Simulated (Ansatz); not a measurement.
SnH3 (charge −1): phonon calculation

The run: phonon calculation of SnH3, charge −1. Method and program: RKS PBE0-D4/def2-TZVPD (Ansatz 0.2.0).

Figures and captions count atoms from 1; the log counts them from 0 in places.

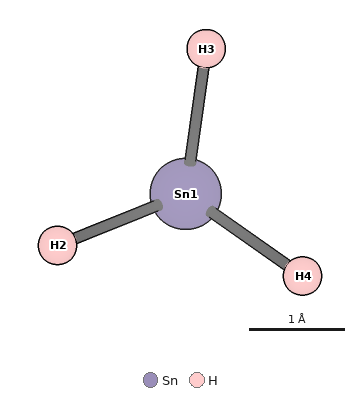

Figure 1. The structure as given in the input (ball-and-stick view, seen at a tilt; atoms are numbered from 1 in the order of the input). Sticks mark near contacts. Bond lengths as drawn: H–Sn 1.80 Å.

## Key numbers

```csv
quantity,value
outcome,converged
total energy,−5880.6116 eV
mean-field energy,−5880.5522 eV
largest force (length of the vector),0.001 eV/Å
hardware,"1 thread of Intel Xeon @ 2.50GHz (Skylake/Cascade Lake), 189 GiB of memory available, shared host"
wall time,38 s
peak memory,0.14 GiB
```

## The input
```yaml
crystal:
  periodic: [false, false, false]
  atoms:
    - { symbol: Sn, position_ang: [-0.005529, 0.005524, 0.742424] }
    - { symbol: H, position_ang: [1.502446, -0.031589, -0.236074] }
    - { symbol: H, position_ang: [-0.722618, 1.312591, -0.262652] }
    - { symbol: H, position_ang: [-0.774289, -1.286525, -0.243698] }
total_charge: -1
basis:
  gaussian: { orbitals: def2-TZVPD }
hamiltonian:
  xc: pbe0
  dispersion: d4
phonons: {}
```

Run as:
```bash
ansatz run input.yaml --threads 1 --pin off --max-ram 2560MiB --backend cpu --events-out ev --progress --plain --runs-dir out
```

## Log
```
Engine: ansatz 0.2.0, x86_64-unknown-linux-gnu
Functional definition: PBE0
  parameter a = 0.25
  parameter kappa = 0.804
  parameter beta = 0.06672455060314922
  exchange = (1 - a)*pbe_x(kappa = kappa, mu = beta*pi^2/3) + a*exact_x
  correlation = pbe_c(beta = beta)
641 factors; their error is unknown
mean field evaluation 1: about -5880.1156 eV, gradient 1.4e1 eV
mean field evaluation 2: about -5880.1940 eV, gradient 1.3e1 eV
mean field evaluation 4: about -5880.4743 eV, gradient 1.7e-1 eV
mean field evaluation 8: about -5880.5522 eV, gradient 1.6e-2 eV
mean field -5880.55220512 eV, -216.1063075568 hartree, gradient 5.0e-5 eV, S^2 0.000000; 0 other end points of the search recorded, 0 dependent functions left out
the calculation of the forces begins
reference -5880.55223350 eV, -216.1063085996 hartree; 13, 13 occupied and 70, 70 virtual orbitals, 641 factors
these checks for a lower state are left out or cut short: stability, starts, cluster_reference, orbital_swaps, neighbouring_geometries, increment
641 factors; their error is unknown
mean field evaluation 16: about -5880.4743 eV, gradient 2.3e-1 eV
mean field -5880.55217210 eV, -216.1063063433 hartree, gradient 1.6e-6 eV, S^2 0.000000; 0 other end points of the search recorded, 0 dependent functions left out
the calculation of the forces begins
reference -5880.55220048 eV, -216.1063073861 hartree; 13, 13 occupied and 70, 70 virtual orbitals, 641 factors
these checks for a lower state are left out or cut short: stability, starts, cluster_reference, orbital_swaps, neighbouring_geometries, increment
641 factors; their error is unknown
mean field -5880.55217202 eV, -216.1063063404 hartree, gradient 1.6e-6 eV, S^2 0.000000; 0 other end points of the search recorded, 0 dependent functions left out
the calculation of the forces begins
reference -5880.55220039 eV, -216.1063073831 hartree; 13, 13 occupied and 70, 70 virtual orbitals, 641 factors
these checks for a lower state are left out or cut short: stability, starts, cluster_reference, orbital_swaps, neighbouring_geometries, increment
641 factors; their error is unknown
mean field evaluation 32: about -5880.4743 eV, gradient 2.1e-1 eV
mean field -5880.55216203 eV, -216.1063059733 hartree, gradient 1.6e-6 eV, S^2 0.000000; 0 other end points of the search recorded, 0 dependent functions left out
the calculation of the forces begins
reference -5880.55219041 eV, -216.1063070160 hartree; 13, 13 occupied and 70, 70 virtual orbitals, 641 factors
these checks for a lower state are left out or cut short: stability, starts, cluster_reference, orbital_swaps, neighbouring_geometries, increment
641 factors; their error is unknown
mean field -5880.55218009 eV, -216.1063066369 hartree, gradient 1.6e-6 eV, S^2 0.000000; 0 other end points of the search recorded, 0 dependent functions left out
the calculation of the forces begins
reference -5880.55220847 eV, -216.1063076797 hartree; 13, 13 occupied and 70, 70 virtual orbitals, 641 factors
these checks for a lower state are left out or cut short: stability, starts, cluster_reference, orbital_swaps, neighbouring_geometries, increment
641 factors; their error is unknown
mean field -5880.55217478 eV, -216.1063064416 hartree, gradient 1.6e-6 eV, S^2 0.000000; 0 other end points of the search recorded, 0 dependent functions left out
the calculation of the forces begins
reference -5880.55220315 eV, -216.1063074844 hartree; 13, 13 occupied and 70, 70 virtual orbitals, 641 factors
these checks for a lower state are left out or cut short: stability, starts, cluster_reference, orbital_swaps, neighbouring_geometries, increment
641 factors; their error is unknown
mean field -5880.55219245 eV, -216.1063070911 hartree, gradient 1.6e-6 eV, S^2 0.000000; 0 other end points of the search recorded, 0 dependent functions left out
the calculation of the forces begins
reference -5880.55222082 eV, -216.1063081338 hartree; 13, 13 occupied and 70, 70 virtual orbitals, 641 factors
these checks for a lower state are left out or cut short: stability, starts, cluster_reference, orbital_swaps, neighbouring_geometries, increment
641 factors; their error is unknown
mean field evaluation 64: about -5880.5522 eV, gradient 7.9e-6 eV
mean field -5880.55220142 eV, -216.1063074207 hartree, gradient 7.5e-7 eV, S^2 0.000000; 0 other end points of the search recorded, 0 dependent functions left out
the calculation of the forces begins
reference -5880.55222980 eV, -216.1063084635 hartree; 13, 13 occupied and 70, 70 virtual orbitals, 641 factors
these checks for a lower state are left out or cut short: stability, starts, cluster_reference, orbital_swaps, neighbouring_geometries, increment
641 factors; their error is unknown
mean field -5880.55219545 eV, -216.1063072012 hartree, gradient 6.9e-7 eV, S^2 0.000000; 0 other end points of the search recorded, 0 dependent functions left out
the calculation of the forces begins
reference -5880.55222382 eV, -216.1063082439 hartree; 13, 13 occupied and 70, 70 virtual orbitals, 641 factors
these checks for a lower state are left out or cut short: stability, starts, cluster_reference, orbital_swaps, neighbouring_geometries, increment
641 factors; their error is unknown
mean field -5880.55220197 eV, -216.1063074410 hartree, gradient 7.2e-7 eV, S^2 0.000000; 0 other end points of the search recorded, 0 dependent functions left out
the calculation of the forces begins
reference -5880.55223035 eV, -216.1063084837 hartree; 13, 13 occupied and 70, 70 virtual orbitals, 641 factors
these checks for a lower state are left out or cut short: stability, starts, cluster_reference, orbital_swaps, neighbouring_geometries, increment
641 factors; their error is unknown
mean field -5880.55219349 eV, -216.1063071293 hartree, gradient 6.6e-7 eV, S^2 0.000000; 0 other end points of the search recorded, 0 dependent functions left out
the calculation of the forces begins
reference -5880.55222186 eV, -216.1063081721 hartree; 13, 13 occupied and 70, 70 virtual orbitals, 641 factors
these checks for a lower state are left out or cut short: stability, starts, cluster_reference, orbital_swaps, neighbouring_geometries, increment
641 factors; their error is unknown
mean field -5880.55218044 eV, -216.1063066499 hartree, gradient 1.6e-6 eV, S^2 0.000000; 0 other end points of the search recorded, 0 dependent functions left out
the calculation of the forces begins
reference -5880.55220882 eV, -216.1063076927 hartree; 13, 13 occupied and 70, 70 virtual orbitals, 641 factors
these checks for a lower state are left out or cut short: stability, starts, cluster_reference, orbital_swaps, neighbouring_geometries, increment
641 factors; their error is unknown
mean field evaluation 96: about -5880.5522 eV, gradient 5.3e-5 eV
mean field -5880.55219585 eV, -216.1063072162 hartree, gradient 1.6e-6 eV, S^2 0.000000; 0 other end points of the search recorded, 0 dependent functions left out
the calculation of the forces begins
reference -5880.55222423 eV, -216.1063082588 hartree; 13, 13 occupied and 70, 70 virtual orbitals, 641 factors
these checks for a lower state are left out or cut short: stability, starts, cluster_reference, orbital_swaps, neighbouring_geometries, increment
641 factors; their error is unknown
mean field -5880.55219897 eV, -216.1063073307 hartree, gradient 9.9e-7 eV, S^2 0.000000; 0 other end points of the search recorded, 0 dependent functions left out
the calculation of the forces begins
reference -5880.55222735 eV, -216.1063083735 hartree; 13, 13 occupied and 70, 70 virtual orbitals, 641 factors
these checks for a lower state are left out or cut short: stability, starts, cluster_reference, orbital_swaps, neighbouring_geometries, increment
641 factors; their error is unknown
mean field -5880.55219023 eV, -216.1063070094 hartree, gradient 9.0e-7 eV, S^2 0.000000; 0 other end points of the search recorded, 0 dependent functions left out
the calculation of the forces begins
reference -5880.55221860 eV, -216.1063080521 hartree; 13, 13 occupied and 70, 70 virtual orbitals, 641 factors
Total energy: -5880.61158549 eV, -216.1084897449 hartree
Atom 0 at    -0.005529     0.005524     0.742424 Å, force    -0.000004     0.000004     0.000569 eV/Å
Atom 1 at     1.502446    -0.031589    -0.236074 Å, force    -0.000168     0.000002    -0.000190 eV/Å
Atom 2 at    -0.722618     1.312591    -0.262652 Å, force     0.000083    -0.000155    -0.000188 eV/Å
Atom 3 at    -0.774289    -1.286525    -0.243698 Å, force     0.000089     0.000149    -0.000191 eV/Å
Dipole moment:    -0.001998     0.001997     0.268340 e Å
Vibrations: 723.24 743.82 743.83 1576.95 1576.97 1580.89 cm⁻¹, zero-point energy 0.430579 eV
```

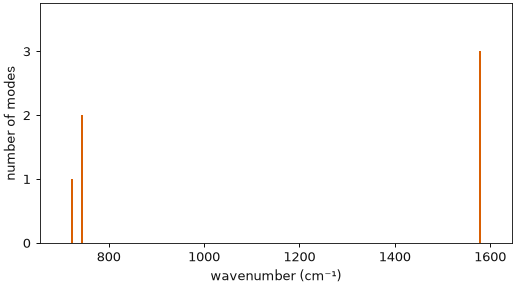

Figure 2. Harmonic vibrational wavenumbers from the force constants; neighbouring modes closer than 4 cm⁻¹ are counted in one stick. 6 modes from 723 to 1581 cm⁻¹, none imaginary.
